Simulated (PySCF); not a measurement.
# C4H6 (1-butyne) at 5 levels

We compute a comparison of 5 runs (HF/3-21G, PBE/STO-3G, PBE0/def2-SVP, PBE/aug-cc-pVDZ, CCSD/6-31+G*) of C4H6 (1-butyne). The job is set up through a Python script.

The calculation is run with PySCF 2.14.0.

**1. The system as given**

C4H6: 10 atoms, total charge 0, spin state singlet. As SMILES, `C#CCC`. The shape is that of a PBE0-D4/def2-TZVP optimisation.

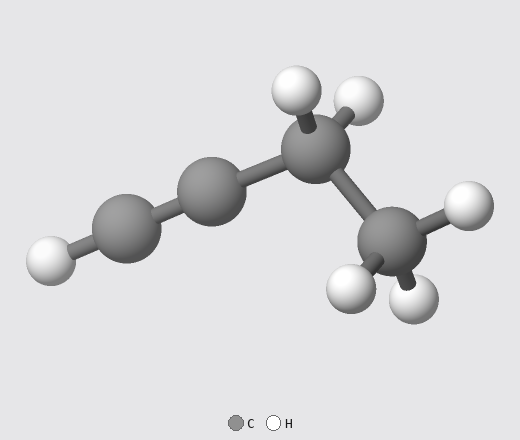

Viewed from a chosen angle; carbon grey, hydrogen white.

**2. Energy and gradient at HF/3-21G (run 1)**

run.py

```python
import pyscf.grad
from pyscf import gto

mol = gto.M(
    atom='''
C   -0.710750   1.680210  -1.381330
C   -0.058400   0.889370  -0.756470
C    0.705410  -0.079680   0.011620
C   -0.176980  -0.989860   0.861700
H   -1.283760   2.383410  -1.937480
H    1.308110  -0.680710  -0.677310
H    1.415170   0.455960   0.650710
H    0.435830  -1.700320   1.420050
H   -0.763300  -0.406590   1.573470
H   -0.871330  -1.551790   0.235040
''',
    basis='3-21g',
    max_memory=1860,
    verbose=3,
    charge=0,
)

mf = mol.RHF()
mf.conv_tol = 1e-10
mf.kernel()
if not mf.converged:
    mf = mf.newton().run(mf.mo_coeff, mf.mo_occ)

energy = mf.e_tot
print('E(%s) = %.9f' % ('HF', energy))
grad = mf.Gradients().kernel()
dip = mf.dip_moment()
pop, q = mf.mulliken_pop()
```

Started as:

```console
OMP_NUM_THREADS=1 python run.py
```

Standard output:

```text
converged SCF energy = -154.043707377285
E(HF) = -154.043707377
--------------- RHF gradients ---------------
         x                y                z
0 C    -0.0100424822     0.0102046005    -0.0079454754
1 C     0.0229962821    -0.0233753219     0.0181763558
2 C    -0.0220234735     0.0003655084     0.0014713181
3 C     0.0106236822     0.0087302203    -0.0083185756
4 H    -0.0058135121     0.0074595061    -0.0059215381
5 H     0.0041590615    -0.0025988226    -0.0036873569
6 H     0.0046865207     0.0028811582     0.0027284631
7 H     0.0030549280    -0.0034884198     0.0027278859
8 H    -0.0035640221     0.0026576921     0.0035942525
9 H    -0.0040769845    -0.0028361214    -0.0028253293
----------------------------------------------
Dipole moment(X, Y, Z, Debye):  0.25640, -0.49832,  0.40552
 ** Mulliken pop  **
pop of  0 C 1s            1.98689
pop of  0 C 2s            0.41668
pop of  0 C 3s            0.71161
pop of  0 C 2px           0.51145
pop of  0 C 2py           0.54491
pop of  0 C 2pz           0.51093
pop of  0 C 3px           0.56353
pop of  0 C 3py           0.58538
pop of  0 C 3pz           0.58166
pop of  1 C 1s            1.98714
pop of  1 C 2s            0.42835
pop of  1 C 3s            0.57442
pop of  1 C 2px           0.51248
pop of  1 C 2py           0.54861
pop of  1 C 2pz           0.50948
pop of  1 C 3px           0.48749
pop of  1 C 3py           0.46693
pop of  1 C 3pz           0.49386
pop of  2 C 1s            1.98984
pop of  2 C 2s            0.34410
pop of  2 C 3s            1.21420
pop of  2 C 2px           0.54632
pop of  2 C 2py           0.54046
pop of  2 C 2pz           0.54729
pop of  2 C 3px           0.45405
pop of  2 C 3py           0.39170
pop of  2 C 3pz           0.45277
pop of  3 C 1s            1.98822
pop of  3 C 2s            0.35342
pop of  3 C 3s            1.11680
pop of  3 C 2px           0.54063
pop of  3 C 2py           0.53820
pop of  3 C 2pz           0.54032
pop of  3 C 3px           0.50045
pop of  3 C 3py           0.48604
pop of  3 C 3pz           0.49909
pop of  4 H 1s            0.45122
pop of  4 H 2s            0.21551
pop of  5 H 1s            0.46139
pop of  5 H 2s            0.28901
pop of  6 H 1s            0.46139
pop of  6 H 2s            0.28902
pop of  7 H 1s            0.46999
pop of  7 H 2s            0.32733
pop of  8 H 1s            0.46782
pop of  8 H 2s            0.31689
pop of  9 H 1s            0.46782
pop of  9 H 2s            0.31689
 ** Mulliken atomic charges  **
charge of    0C =     -0.41305
charge of    1C =     -0.00877
charge of    2C =     -0.48072
charge of    3C =     -0.56318
charge of    4H =      0.33327
charge of    5H =      0.24960
charge of    6H =      0.24959
charge of    7H =      0.20268
charge of    8H =      0.21529
charge of    9H =      0.21529
```

Run time: 3 s. Hardware: 1 thread of Intel Xeon at 2.50GHz (Skylake/Cascade Lake), shared host; peak memory 0.12 GiB.

**3. Energy and gradient at PBE/STO-3G (run 2)**

input.py

```python
# C#CCC
import pyscf.grad
from pyscf import gto, dft

system = gto.M(
    atom='''
C     -0.710750     1.680210    -1.381330
C     -0.058400     0.889370    -0.756470
C      0.705410    -0.079680     0.011620
C     -0.176980    -0.989860     0.861700
H     -1.283760     2.383410    -1.937480
H      1.308110    -0.680710    -0.677310
H      1.415170     0.455960     0.650710
H      0.435830    -1.700320     1.420050
H     -0.763300    -0.406590     1.573470
H     -0.871330    -1.551790     0.235040
''',
    verbose=4,
    max_memory=1860,
    basis='sto-3g',
)

calc0 = dft.RKS(system)
calc0.xc = 'pbe'
calc0.grids.level = 5
calc0.conv_tol = 1e-10
calc0.kernel()
if not calc0.converged:
    calc0 = calc0.newton().run(calc0.mo_coeff, calc0.mo_occ)

e_tot = calc0.e_tot
print('E = %.10f Eh' % e_tot)
grad = calc0.Gradients().kernel()
calc0.analyze()
```

Started as:

```console
OMP_NUM_THREADS=1 python input.py
```

Standard output:

```text
PySCF version 2.14.0

[... 95 lines left out ...]
Nuclear Repulsion Energy =             103.209979300696787
[... 2 lines left out ...]
Two-electron Coulomb Energy =          177.707829258351950
[... 4 lines left out ...]
MO #2   energy= -9.72108040374894  occ= 2
[... 2 lines left out ...]
MO #5   energy= -0.687794523699216 occ= 2
[... 2 lines left out ...]
MO #8   energy= -0.430220156032236 occ= 2
[... 2 lines left out ...]
MO #11  energy= -0.317264778770389 occ= 2
[... 2 lines left out ...]
MO #14  energy= -0.166760635497634 occ= 2
[... 2 lines left out ...]
MO #17  energy= 0.147423863568984  occ= 0
[... 2 lines left out ...]
MO #20  energy= 0.371550942423642  occ= 0
[... 2 lines left out ...]
MO #23  energy= 0.455791660321633  occ= 0
[... 2 lines left out ...]
MO #26  energy= 1.07076197287915   occ= 0
 ** Mulliken pop on meta-lowdin orthogonal AOs  **
 ** Mulliken pop  **
pop of  0 C 1s            1.99971
pop of  0 C 2s            1.04587
pop of  0 C 2px           1.02465
pop of  0 C 2py           1.03103
pop of  0 C 2pz           1.02970
pop of  1 C 1s            1.99972
pop of  1 C 2s            1.03988
pop of  1 C 2px           1.00177
pop of  1 C 2py           1.00022
pop of  1 C 2pz           0.99802
pop of  2 C 1s            1.99950
pop of  2 C 2s            1.00956
pop of  2 C 2px           1.02311
pop of  2 C 2py           1.01512
pop of  2 C 2pz           1.02921
pop of  3 C 1s            1.99951
pop of  3 C 2s            1.02493
pop of  3 C 2px           1.04089
pop of  3 C 2py           1.03534
pop of  3 C 2pz           1.04082
pop of  4 H 1s            0.91472
pop of  5 H 1s            0.93218
pop of  6 H 1s            0.93219
pop of  7 H 1s            0.94564
pop of  8 H 1s            0.94336
pop of  9 H 1s            0.94335
 ** Mulliken atomic charges  **
charge of    0C =     -0.13096
charge of    1C =     -0.03961
charge of    2C =     -0.07649
charge of    3C =     -0.14150
charge of    4H =      0.08528
charge of    5H =      0.06782
charge of    6H =      0.06781
charge of    7H =      0.05436
charge of    8H =      0.05664
charge of    9H =      0.05665
Dipole moment(X, Y, Z, Debye):  0.27105, -0.47626,  0.38561
```

Run time: 15 s. Hardware: 1 thread of Intel Xeon at 2.50GHz (Skylake/Cascade Lake), shared host; peak memory 0.34 GiB.

Runs 3 to 4 aren't shown in full; the table further down has their settings and results.

**4. A single-point energy at CCSD/6-31+G(d) (spherical functions) (run 5)**

start.xyz

```xyz
10
C4H6
C     -0.710750     1.680210    -1.381330
C     -0.058400     0.889370    -0.756470
C      0.705410    -0.079680     0.011620
C     -0.176980    -0.989860     0.861700
H     -1.283760     2.383410    -1.937480
H      1.308110    -0.680710    -0.677310
H      1.415170     0.455960     0.650710
H      0.435830    -1.700320     1.420050
H     -0.763300    -0.406590     1.573470
H     -0.871330    -1.551790     0.235040
```

calc.py

```python
from pyscf import gto, scf, cc

mol = gto.M(
    atom='start.xyz',
    verbose=3,
    spin=0,
    max_memory=1860,
    basis='6-31+g*',
)

mf = scf.RHF(mol)
mf.conv_tol = 1e-10
mf.kernel()
if not mf.converged:
    mf = mf.newton().run(mf.mo_coeff, mf.mo_occ)

mycc = cc.CCSD(mf, frozen=4)
mycc.kernel()
e_tot = mycc.e_tot
print('Final energy', e_tot)
dip = mf.dip_moment()
pop, q = mf.mulliken_pop()
```

Started as:

```console
OMP_NUM_THREADS=1 python calc.py
```

Standard output:

```text
converged SCF energy = -154.903028922271
E(CCSD) = -155.4483105937954  E_corr = -0.545281671524608
Final energy -155.44831059379544
Dipole moment(X, Y, Z, Debye):  0.30362, -0.53138,  0.43005
 ** Mulliken pop  **
pop of  0 C 1s            1.99781
pop of  0 C 2s            0.67112
pop of  0 C 3s            0.51890
pop of  0 C 4s           -0.22827
pop of  0 C 2px           0.63450
pop of  0 C 2py           0.66999
pop of  0 C 2pz           0.63415
pop of  0 C 3px           0.41388
pop of  0 C 3py           0.42106
pop of  0 C 3pz           0.41648
pop of  0 C 4px           0.02613
pop of  0 C 4py          -0.00982
pop of  0 C 4pz           0.00166
pop of  0 C 3dxy          0.00769
pop of  0 C 3dyz          0.00745
pop of  0 C 3dz^2         0.00575
pop of  0 C 3dxz          0.00585
pop of  0 C 3dx2-y2       0.00699
pop of  1 C 1s            1.99777
pop of  1 C 2s            0.68071
pop of  1 C 3s            0.40310
pop of  1 C 4s            0.07481
pop of  1 C 2px           0.62979
pop of  1 C 2py           0.66887
pop of  1 C 2pz           0.62787
pop of  1 C 3px           0.26831
pop of  1 C 3py           0.23414
pop of  1 C 3pz           0.28734
pop of  1 C 4px           0.10623
pop of  1 C 4py          -0.01671
pop of  1 C 4pz           0.00253
pop of  1 C 3dxy          0.00822
pop of  1 C 3dyz          0.00812
pop of  1 C 3dz^2         0.00836
pop of  1 C 3dxz          0.00704
pop of  1 C 3dx2-y2       0.01017
pop of  2 C 1s            1.99783
pop of  2 C 2s            0.63677
pop of  2 C 3s            0.69750
pop of  2 C 4s            0.09363
pop of  2 C 2px           0.68971
pop of  2 C 2py           0.68155
pop of  2 C 2pz           0.69176
pop of  2 C 3px           0.31281
pop of  2 C 3py           0.31007
pop of  2 C 3pz           0.34176
pop of  2 C 4px           0.00724
pop of  2 C 4py           0.02333
pop of  2 C 4pz           0.00850
pop of  2 C 3dxy          0.01585
pop of  2 C 3dyz          0.01579
pop of  2 C 3dz^2         0.00355
pop of  2 C 3dxz          0.01627
pop of  2 C 3dx2-y2       0.00409
pop of  3 C 1s            1.99770
pop of  3 C 2s            0.64373
pop of  3 C 3s            0.70610
pop of  3 C 4s            0.10303
pop of  3 C 2px           0.68532
pop of  3 C 2py           0.68311
pop of  3 C 2pz           0.68579
pop of  3 C 3px           0.35893
pop of  3 C 3py           0.35243
pop of  3 C 3pz           0.35974
pop of  3 C 4px           0.00228
pop of  3 C 4py           0.01067
pop of  3 C 4pz           0.01057
pop of  3 C 3dxy          0.01503
pop of  3 C 3dyz          0.01465
pop of  3 C 3dz^2         0.00152
pop of  3 C 3dxz          0.01513
pop of  3 C 3dx2-y2       0.00140
pop of  4 H 1s            0.49980
pop of  4 H 2s            0.17731
pop of  5 H 1s            0.52172
pop of  5 H 2s            0.24719
pop of  6 H 1s            0.52172
pop of  6 H 2s            0.24719
pop of  7 H 1s            0.52664
pop of  7 H 2s            0.27446
pop of  8 H 1s            0.52568
pop of  8 H 2s            0.26471
pop of  9 H 1s            0.52568
pop of  9 H 2s            0.26471
 ** Mulliken atomic charges  **
charge of    0C =     -0.20131
charge of    1C =     -0.00670
charge of    2C =     -0.54803
charge of    3C =     -0.64715
charge of    4H =      0.32289
charge of    5H =      0.23109
charge of    6H =      0.23109
charge of    7H =      0.19890
charge of    8H =      0.20960
charge of    9H =      0.20960
```

Run time: 19 s. Hardware: 1 thread of Intel Xeon at 2.50GHz (Skylake/Cascade Lake), shared host; peak memory 0.4 GiB.

**5. Overview of the runs**

```tsv
run	level	integration grid	task	energy (Eh)	dipole moment (D) of the reference	HOMO energy (eV)	LUMO energy (eV)	wall time
1	HF/3-21G	–	gradient	-154.043707	0.69	-10.34	6.05	3 s
2	PBE/STO-3G	5	gradient	-153.846345	0.67	-4.51	3.91	15 s
3	PBE0/def2-SVP	5	gradient	-155.655119	0.77	-7.59	1.37	45 s
4	PBE/aug-cc-pVDZ	5	gradient	-155.758780	0.87	-6.44	-0.57	1.9 min
5	CCSD/6-31+G* (spherical functions)	–	energy	-155.448311	0.75	-10.41	2.17	19 s
```

**6. What came out**

```
                                          quantity          value
                               run 5: total energy  -155.44831 Eh
       run 5: dipole moment (Hartree–Fock density)         0.75 D
        run 5: HOMO energy (Hartree–Fock orbitals)      -10.41 eV
        run 5: LUMO energy (Hartree–Fock orbitals)        2.17 eV
      run 5: HOMO–LUMO gap (Hartree–Fock orbitals)       12.58 eV
run 5: correlation energy (4 core orbitals frozen)     -545.3 mEh
                              run 5: T1 diagnostic          0.011
```

What this shows: Over runs 1, 2, 3, 4 the dipole moment (its size) runs from 0.67 D (PBE/STO-3G) to 0.87 D (PBE/aug-cc-pVDZ). Over runs 1, 2, 3, 4 the HOMO–LUMO gap runs from 5.87 eV (PBE/aug-cc-pVDZ) to 16.39 eV (HF/3-21G). The two ends differ in method and basis. Totals of different functionals can't be ranked against each other. In run 2 the basis is minimal, so the values are rough. All runs together took 3.3 min, the longest 1.9 min.
